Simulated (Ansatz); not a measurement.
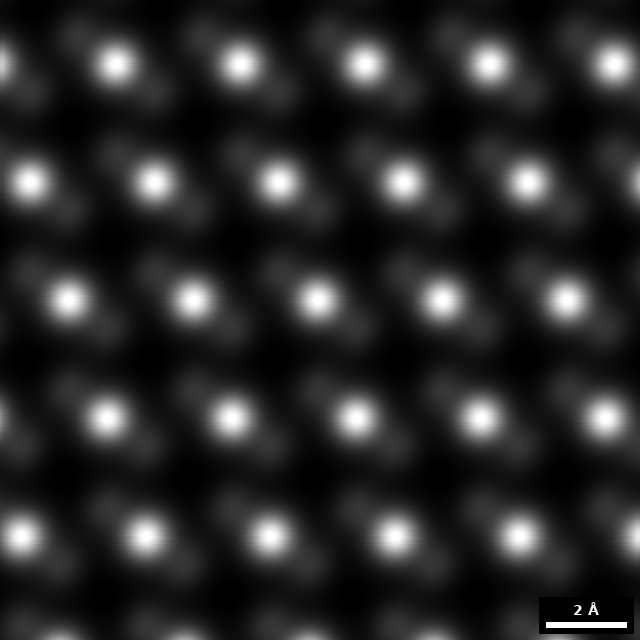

iDPC-like image of a crystal. Simulated as the projected potential of neutral atoms (B = 0.3 Å²) blurred by a 0.71 Å probe, the thin-sample limit of integrated differential phase contrast. A slight drift was added.

> Measure the repeat of the pattern.

The pattern repeats on a centred rectangular net of 3.7 × 5.1 Å.

> Which plane group does this projection have?

c2mm: perpendicular mirror lines on a centred net, with further twofold points between them.

The crystal is HfO$_{2}$ (P4_2/nmc, No. 137) seen along [111]. Atomic positions: coordinates from a relaxation with DFT, PAW plane waves, pbe (Ansatz 0.2.0); the starting structure was generated, so it need not be a known form of this composition.
